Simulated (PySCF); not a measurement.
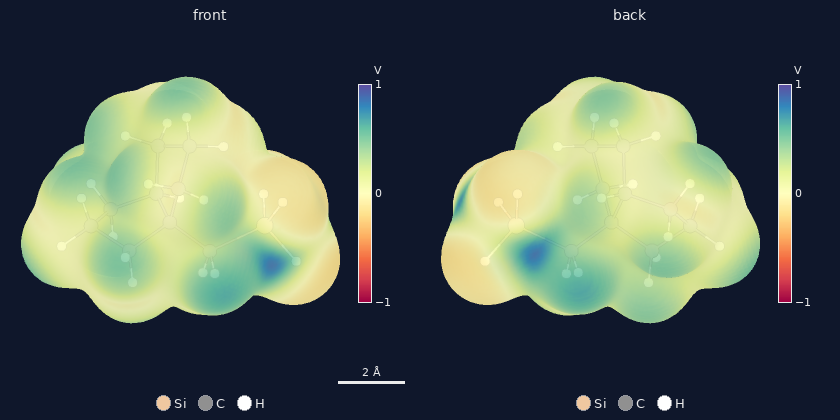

C₉H₁₈Si. The molecular electrostatic potential painted on the density surface at 0.002 e/bohr³, seen from the front and from behind; the colour scale runs from red (negative) to blue (positive).

Geometry: PBE0-D3(BJ)/def2-SVP.

Method: PBE0/pcSseg-1, SCF density, gas phase, non-relativistic (PySCF).

```xyz
28

Si    3.0925    0.0182   -0.3271
C     1.6317   -1.1555   -0.0754
C     0.2852   -0.6171    0.4286
C    -0.7324   -1.7687    0.5921
C    -2.0771   -1.1708    0.1949
C    -1.7076   -0.3071   -1.0083
C    -0.4009    0.3726   -0.5840
C    -0.5985    1.6908    0.1820
C     0.4528    1.6669    1.2848
C     0.4387    0.2082    1.7274
H     3.5902    0.5904    0.9628
H     2.7634    1.1538   -1.2447
H     4.2124   -0.7589   -0.9428
H     1.9901   -1.9429    0.6135
H     1.4780   -1.6628   -1.0453
H    -0.4816   -2.5856   -0.1051
H    -0.7145   -2.1971    1.6071
H    -2.4733   -0.5394    1.0094
H    -2.8454   -1.9278   -0.0247
H    -1.5329   -0.9571   -1.8820
H    -2.4882    0.4154   -1.2948
H     0.2523    0.5499   -1.4527
H    -0.5310    2.5734   -0.4723
H    -1.6039    1.7090    0.6387
H     1.4403    1.9415    0.8758
H     0.2464    2.3712    2.1052
H    -0.4381    0.0395    2.3758
H     1.3250   -0.0874    2.3112
```

Q: Describe the electrostatic potential map.

A: The most negative region (about −0.2 V) lies over H11, H12 and H13, the most positive (about +0.8 V) over Si1.

Q: What dipole moment does the calculation give?

A: Its dipole moment is 0.96 D.
